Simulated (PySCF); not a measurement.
## Run report: C₃H₉FSi₂, EPR calculation

C₃H₉FSi₂, multiplicity 3, computed with UKS B3LYP, pcH-1 on C F H Si, non-relativistic, mean-field spin-orbit, GIAO (PySCF 2.14.0).

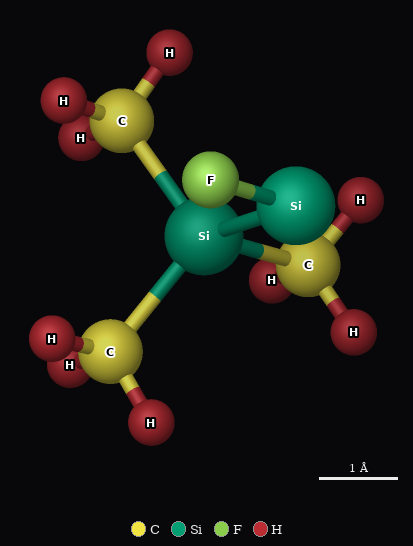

Fig. 1: The structure as given in the input (ball-and-stick view, seen at a tilt). Bond lengths as drawn: C–H 1.08 to 1.09 Å, C–Si 1.90 to 1.92 Å, F–Si 1.67 Å and Si–Si 2.28 Å.

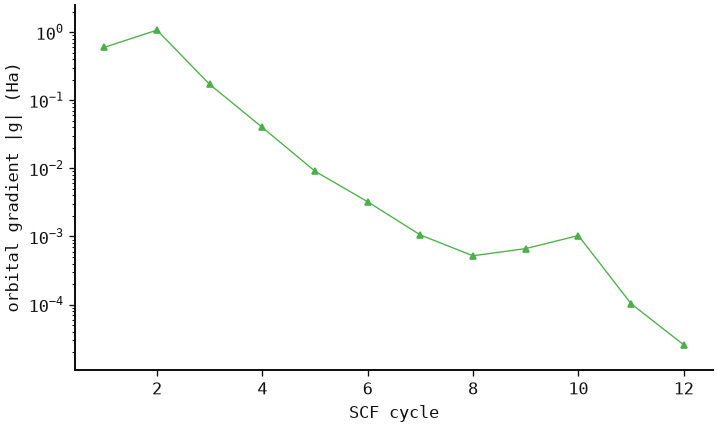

Fig. 2: Convergence of the self-consistent field: orbital gradient |g| against the SCF cycle. All cycles printed in the log are drawn one after another.

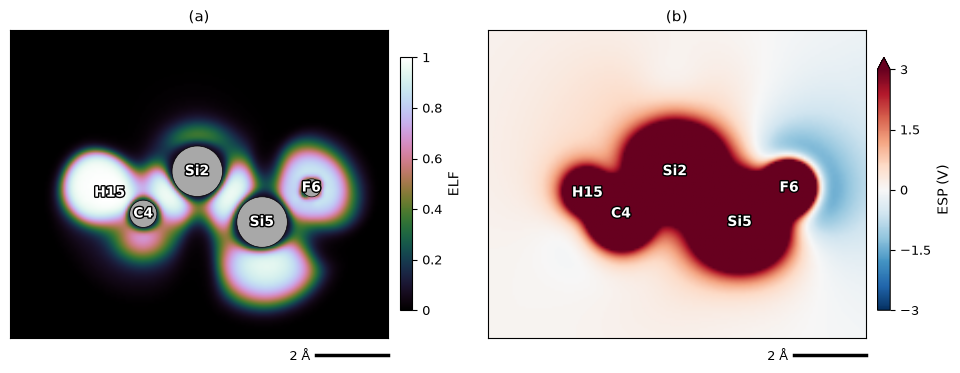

Fig. 3: (a) ELF; (b) molecular electrostatic potential on the plane of atoms C4, Si2 and Si5. Grey discs, where drawn, cover atomic cores. The section cuts through Si, C, F and H sites. Si–F (1.67 Å): the ELF peaks at about 0.85 between the atoms. Si–Si (2.28 Å): the ELF peaks at about 0.95 between the atoms, which marks a covalent bond. C–H (1.08 Å): the ELF climbs to about 1 towards the hydrogen, as it does in any bond to H; a covalent bond by its length.

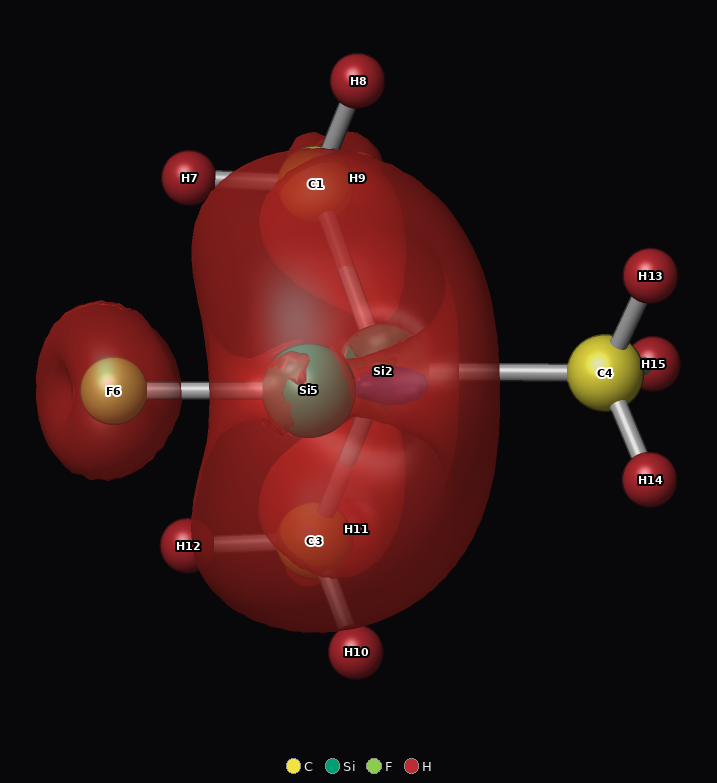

Fig. 4: Isosurfaces of the spin density at +0.015 (red) and −0.015 e/Å³ (blue), seen face on. The unpaired spin (2 electrons) lies mostly on Si5 (about 1.4), Si2 (about 0.3) and F6 (about 0.1), in electrons by Hirshfeld's partition.

The input and output of the run follow.

Input
```
{"job": {"kind": "epr", "basis": "pcH-1"}, "charge": 0, "multiplicity": 3}
C      0.185391     1.695304     0.555765
Si    -0.054278    -0.181927     0.229543
C     -1.147361    -0.300931    -1.344806
C      1.641090    -0.971775    -0.130849
Si    -0.832325    -1.366675     2.015069
F     -2.332091    -0.747931     2.407758
H     -0.762371     2.162605     0.806938
H      0.863769     1.866299     1.386686
H      0.589063     2.212544    -0.311526
H     -1.270357    -1.332963    -1.660571
H     -0.722644     0.251245    -2.179909
H     -2.137563     0.101855    -1.152466
H      2.317059    -0.884904     0.712284
H      1.553814    -2.023004    -0.381227
H      2.104391    -0.471753    -0.974600
```

The first line tells a small driver script what to run in PySCF; the rest is the geometry in Å.

Command:
```bash
OMP_NUM_THREADS=1 python <driver script> task.json out
```

The program's output
```
UKS, coarse grid
  cycle   1  E = -798.46143113  |g| = 5.99e-01
  cycle   2  E = -798.17733200  |g| = 1.07e+00
  cycle   3  E = -798.59760218  |g| = 1.71e-01
  cycle   4  E = -798.60817730  |g| = 3.99e-02
  cycle   5  E = -798.60892349  |g| = 9.07e-03
  cycle   6  E = -798.60898142  |g| = 3.23e-03
  cycle   7  E = -798.60898994  |g| = 1.05e-03
  cycle   8  E = -798.60899110  |g| = 5.20e-04
UKS, final grid
  cycle   1  E = -798.60895760  |g| = 6.63e-04
  cycle   2  E = -798.60895740  |g| = 1.03e-03
  cycle   3  E = -798.60895781  |g| = 1.03e-04
  cycle   4  E = -798.60895782  |g| = 2.56e-05
E = -798.60895782 Eh   <S^2> = 2.0027 (exact 2.0000)
g shifts (ppm)      1          2          3
  rmc          -163       -163       -163
  gc             33         46         44
  oz_so        -929       -119        762
  total       -1059       -236        642
hyperfine (MHz)  atom isotope    a_iso     a_fc   dipolar eigenvalues
    0   13C      18.89      18.89     -2.27     -2.17      4.43
    1  29Si     -77.07     -77.22    -32.52     16.23     16.29
    2   13C      18.85      18.84     -2.27     -2.16      4.43
    3   13C      -1.69      -1.69     -0.70     -0.41      1.11
    4  29Si    -303.41    -304.68    -63.38    -20.49     83.87
    5   19F      86.24      84.34   -138.10     62.06     76.04
    6    1H      -1.06      -1.06     -2.12     -0.89      3.01
    7    1H      -0.91      -0.91     -2.50     -0.58      3.09
    8    1H      14.38      14.38     -1.81     -0.53      2.35
    9    1H      -0.91      -0.91     -2.51     -0.58      3.09
   10    1H      14.39      14.39     -1.81     -0.53      2.35
   11    1H      -1.06      -1.06     -2.13     -0.89      3.02
   12    1H       0.51       0.51     -1.80     -1.16      2.96
   13    1H       0.54       0.53     -1.80     -1.16      2.96
   14    1H       2.03       2.03     -1.19     -0.69      1.88
zero-field splitting (cm-1)  D = -1.1372  E = -0.0078  (spin-spin 0.1833, spin-orbit -1.3146)
```

Results in brief

```csv
quantity,value
outcome,converged
total energy,−798.608958 hartree
⟨S²⟩,2.003
isotropic g,2.0021
hardware,"1 CPU thread, shared host"
wall time,2.2 min
peak memory,1 GiB
```
